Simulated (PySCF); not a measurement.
# CH3BFNO (SMILES NC1(F)BO1): BHLYP/6-31G(d) (spherical functions)

What is the energy change on altering one bond length of CH3BFNO at BHLYP/6-31G* (spherical functions)? Input form: a Python script.

Program for the calculation: PySCF 2.14.0.

1 further run of the same task is left out (set aside as unsound or not needed).

## (1) The system as given

CH3BFNO has 8 atoms, charge 0, and is taken as a singlet. As SMILES, `NC1(F)BO1`. The coordinates come from a PBE0-D4/def2-TZVP relaxation. This is one conformer, not always the lowest.

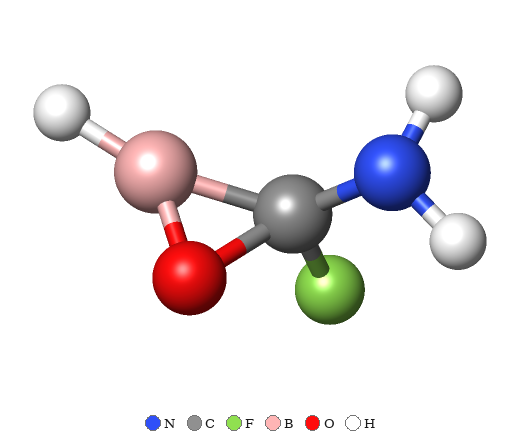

The structure, seen from a chosen angle (nitrogen blue, carbon grey, fluorine green, boron pink, oxygen red, hydrogen white).

## (2) The energy at BHLYP/6-31G(d) (spherical functions)

File input.py:

```python
# NC1(F)BO1
from pyscf import gto, dft

mol = gto.M(
    atom='''
N     -0.814472     2.170161     0.348843
C      0.102234    -0.115651    -0.547265
F      0.230736    -0.250767    -3.133733
B      0.637972    -2.470250     0.973398
O      2.545272    -0.893840     0.482447
H     -2.720261     2.211169     0.399488
H     -0.142296     3.669092    -0.635326
H      0.334859    -4.427817     2.006700
''',
    basis='6-31g*',
    unit='bohr',
    charge=0,
    verbose=3,
    max_memory=1860,
)

calc0 = dft.RKS(mol, xc='bhandhlyp')
calc0.grids.level = 5
calc0.conv_tol = 1e-10
calc0.kernel()
if not calc0.converged:
    calc0 = calc0.newton().run(calc0.mo_coeff, calc0.mo_occ)

etot = calc0.e_tot
print('Final energy', etot)
```

Launch:

```console
OMP_NUM_THREADS=1 python input.py
```

The program printed:

```text
converged SCF energy = -294.411484645334
Final energy -294.4114846453343
```

Wall time 14 s (1 thread of Intel Xeon at 2.70GHz, shared host); peak memory 0.39 GiB.

## (3) The distorted shape at the same level

File calc.py:

```python
from pyscf import gto, dft

mol = gto.Mole()
mol.atom = [
    ('N', (-0.503778, 1.329872, 0.255742)),
    ('C', (0.054100, -0.061200, -0.289600)),
    ('F', (0.122100, -0.132700, -1.658300)),
    ('B', (0.337600, -1.307200, 0.515100)),
    ('O', (1.346900, -0.473000, 0.255300)),
    ('H', (-1.512278, 1.351572, 0.282542)),
    ('H', (-0.148078, 2.123072, -0.265058)),
    ('H', (0.177200, -2.343100, 1.061900)),
]
mol.verbose = 3
mol.basis = '6-31g*'
mol.max_memory = 1860
mol.build()

mf = dft.RKS(mol, xc='bhandhlyp')
mf.conv_tol = 1e-10
mf.grids.level = 5
mf.kernel()
if not mf.converged:
    mf = mf.newton().run(mf.mo_coeff, mf.mo_occ)

etot = mf.e_tot
print('Final energy', etot)
```

Launch:

```console
OMP_NUM_THREADS=1 python calc.py
```

The program printed:

```text
converged SCF energy = -294.38802575466
Final energy -294.38802575466013
```

It took 13 s on 1 thread of Intel Xeon at 2.70GHz, shared host; peak memory 0.39 GiB.

## (4) Summary of results

Level: BHLYP/6-31G* (spherical functions).

```
                                                         quantity          value
                                        first shape: total energy  -294.41148 Eh
                                       first shape: dipole moment         2.15 D
                                         first shape: HOMO energy       -9.24 eV
                                         first shape: LUMO energy        0.90 eV
                                       first shape: HOMO–LUMO gap       10.14 eV
                                    distorted shape: total energy  -294.38803 Eh
                                   distorted shape: dipole moment         1.87 D
                                     distorted shape: HOMO energy       -9.06 eV
                                     distorted shape: LUMO energy        0.71 eV
                                   distorted shape: HOMO–LUMO gap        9.77 eV
energy change with the N1–C2 bond stretched from 1.387 to 1.595 Å       0.638 eV
```

In words: With the N1–C2 bond stretched from 1.387 to 1.595 Å the energy rises by 0.64 eV (14.7 kcal/mol). The first shape isn't relaxed at this level, so the change isn't measured from a minimum. Mulliken charges (first shape) run from -0.80 on N1 to +0.59 on C2; they depend strongly on the basis. Mulliken charges (distorted shape) run from -0.84 on N1 to +0.58 on C2; they depend strongly on the basis.
